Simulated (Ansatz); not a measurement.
# [BCl2]+ (SMILES Cl[B+]Cl) at 6 levels

Wanted: a comparison of 6 runs (HF/3-21G, HF/cc-pVDZ, PBE/STO-3G, B3LYP/6-31G*, PBE0/cc-pVTZ) of [BCl2]+. 

The results are computed with Ansatz 0.2.0.

13 further runs of the same task are left out: 1 that didn't finish, 12 set aside as unsound or not needed.

## Step 1: The molecule

The species is [BCl2]+ (3 atoms), meant as a singlet with charge +1. SMILES: `Cl[B+]Cl`. Geometry: relaxed at PBE0-D4/def2-TZVP.

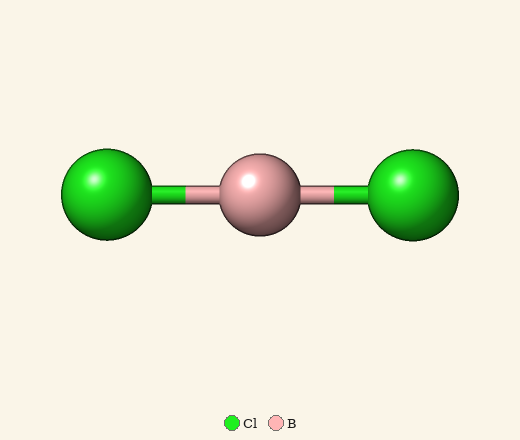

Viewed from a chosen angle; chlorine green, boron pink.

## Step 2: Energy and gradient at HF/3-21G (run 1)

job.yaml reads:

```yaml
crystal:
  periodic: [false, false, false]
  atoms:
    - symbol: Cl
      position_ang: [-1.267920, 0.785680, -0.605300]
    - symbol: B
      position_ang: [0.000010, 0.000020, 0.000000]
    - symbol: Cl
      position_ang: [1.267910, -0.785700, 0.605290]
basis:
  gaussian: {orbitals: 3-21G.json}
output: {forces: true, orbitals: {seedname: orbitals}}
accuracy: high
total_charge: 1
hamiltonian: {xc: hf}
```

The basis set 3-21G is read from a file made from the Basis Set Exchange's data (not shown).

Run with:

```console
$ ansatz run job.yaml --threads 1 --pin off --max-ram 3480MiB --events-out events.jsonl --progress --plain --runs-dir runs
```

What it wrote:

```text
Warning: RAYON_NUM_THREADS=1 ignored (pool sized by the plan → 1); use --threads N
Functional definition: HF
  name "HF"
  exchange = exact_x
  correlation = 0
700 factors; integrals over basis functions are off by at most 3.4e-9 eV
mean field evaluation 1: about -25545.3863 eV, gradient 2.3e1 eV
mean field evaluation 2: about -25545.5452 eV, gradient 2.3e1 eV
mean field evaluation 4: about -25547.1930 eV, gradient 1.3e0 eV
mean field evaluation 8: about -25547.2096 eV, gradient 3.6e-3 eV
mean field -25547.20957633 eV, -938.8426354094 hartree, gradient 1.5e-8 eV, S^2 0.000000; 0 other end points of the search recorded, 0 dependent functions left out
the calculation of the forces begins
reference -25547.20957633 eV, -938.8426354094 hartree; 19, 19 occupied and 16, 16 virtual orbitals, 700 factors
Total energy: -25547.20957633 eV, -938.8426354094 hartree
Atom 0 at    -1.267920     0.785680    -0.605300 Å, force    -0.770288     0.477400    -0.367735 eV/Å
Atom 1 at     0.000010     0.000020     0.000000 Å, force    -0.000060    -0.000113    -0.000021 eV/Å
Atom 2 at     1.267910    -0.785700     0.605290 Å, force     0.770348    -0.477287     0.367756 eV/Å
Dipole moment:     0.000010     0.000018     0.000003 e Å
```

It took 0.92 s on 1 thread of Arm Neoverse V1, shared host; peak memory 0.084 GiB.

## Step 3: Energy and gradient at HF/cc-pVDZ (run 2)

run.yaml reads:

```yaml
basis:
  gaussian: {orbitals: cc-pVDZ}
crystal:
  periodic: [false, false, false]
  atoms:
    - {symbol: Cl, position_ang: [-1.267920, 0.785680, -0.605300]}
    - {symbol: B, position_ang: [0.000010, 0.000020, 0.000000]}
    - {symbol: Cl, position_ang: [1.267910, -0.785700, 0.605290]}
output: {forces: true, orbitals: {seedname: orbitals}}
hamiltonian: {xc: hf}
accuracy: high
total_charge: 1
```

Run with:

```console
$ ansatz run run.yaml --threads 1 --pin off --max-ram 3480MiB --events-out events.jsonl --progress --plain --runs-dir runs
```

What it wrote (excerpt; [...] marks lines left out):

```text
Warning: RAYON_NUM_THREADS=1 ignored (pool sized by the plan → 1); use --threads N
Functional definition: HF
  name "HF"
[...]
1008 factors; integrals over basis functions are off by at most 3.2e-9 eV
[...]
mean field -25672.49145285 eV, -943.4466594527 hartree, gradient 1.2e-8 eV, S^2 0.000000; 0 other end points of the search recorded, 0 dependent functions left out
[...]
reference -25672.49145285 eV, -943.4466594527 hartree; 19, 19 occupied and 31, 31 virtual orbitals, 1008 factors
Total energy: -25672.49145285 eV, -943.4466594527 hartree
Atom 0 at    -1.267920     0.785680    -0.605300 Å, force    -0.404949     0.251001    -0.193324 eV/Å
Atom 1 at     0.000010     0.000020     0.000000 Å, force    -0.000053    -0.000100    -0.000018 eV/Å
Atom 2 at     1.267910    -0.785700     0.605290 Å, force     0.405002    -0.250901     0.193342 eV/Å
Dipole moment:     0.000009     0.000016     0.000003 e Å
```

Wall time 2.3 s (1 thread of Arm Neoverse V1, shared host); peak memory 0.1 GiB.

Runs 3 to 5 aren't shown in full; the table further down has their settings and results.

## Step 4: Energy and gradient at PBE0/cc-pVTZ (run 6)

job.yaml reads:

```yaml
basis:
  gaussian: {orbitals: cc-pVTZ}
crystal:
  periodic: [false, false, false]
  atoms:
    - {symbol: Cl, position_ang: [-1.267920, 0.785680, -0.605300]}
    - {symbol: B, position_ang: [0.000010, 0.000020, 0.000000]}
    - {symbol: Cl, position_ang: [1.267910, -0.785700, 0.605290]}
total_charge: 1
hamiltonian: {xc: pbe0}
accuracy: high
output: {forces: true, orbitals: {seedname: orbitals}}
```

Run with:

```console
$ ansatz run job.yaml --threads 1 --pin off --max-ram 3480MiB --events-out events.jsonl --progress --plain --runs-dir runs
```

What it wrote (excerpt; [...] marks lines left out):

```text
Warning: RAYON_NUM_THREADS=1 ignored (pool sized by the plan → 1); use --threads N
Functional definition: PBE0
  name "PBE0"
[...]
1387 factors; integrals over basis functions are off by at most 3.8e-9 eV
[...]
mean field -25706.35269908 eV, -944.6910372995 hartree, gradient 1.5e-8 eV, S^2 0.000000; 0 other end points of the search recorded, 0 dependent functions left out
[...]
reference -25706.35270097 eV, -944.6910373691 hartree; 19, 19 occupied and 79, 79 virtual orbitals, 1387 factors
Total energy: -25706.35270097 eV, -944.6910373691 hartree
Atom 0 at    -1.267920     0.785680    -0.605300 Å, force    -0.080041     0.049669    -0.038215 eV/Å
Atom 1 at     0.000010     0.000020     0.000000 Å, force    -0.000056    -0.000106    -0.000019 eV/Å
Atom 2 at     1.267910    -0.785700     0.605290 Å, force     0.080097    -0.049564     0.038234 eV/Å
Dipole moment:     0.000006     0.000011     0.000002 e Å
```

Run time: 9.9 s. Hardware: 1 thread of Arm Neoverse V1, shared host; peak memory 0.22 GiB.

## Step 5: All runs side by side

| run | level | Cartesian functions | energy (Eh) | HOMO energy (eV) | LUMO energy (eV) | HOMO–LUMO gap (eV) | wall time |
| --- | --- | --- | --- | --- | --- | --- | --- |
| 1 | HF/3-21G | no | -938.842635 | -20.57 | -5.02 | 15.55 | 0.92 s |
| 2 | HF/cc-pVDZ | no | -943.446659 | -20.34 | -4.30 | 16.05 | 2.3 s |
| 3 | PBE/STO-3G | no | -934.208882 | -15.88 | -9.04 | 6.84 | 1.6 s |
| 4 | B3LYP/6-31G* (spherical functions) | no | -944.964583 | -16.78 | -8.50 | 8.28 | 4.2 s |
| 5 | B3LYP/6-31G* (Cartesian functions) | yes | -944.971218 | -16.78 | -8.51 | 8.28 | 4.2 s |
| 6 | PBE0/cc-pVTZ | no | -944.691037 | -17.06 | -8.26 | 8.80 | 9.9 s |

## Step 6: Results

| quantity | value |
| --- | --- |
| run 6: total energy | -944.69104 Eh |
| run 6: HOMO energy | -17.06 eV |
| run 6: LUMO energy | -8.26 eV |
| run 6: HOMO–LUMO gap | 8.80 eV |
| run 6: largest force on an atom | 0.102 eV/Å |

In words: The HOMO–LUMO gap runs from 6.84 eV (PBE/STO-3G) to 16.05 eV (HF/cc-pVDZ). The two ends differ in method and basis. Totals of different functionals can't be ranked against each other. In run 3 the basis is minimal, so the values are rough. All runs together took 23 s, the longest 9.9 s.
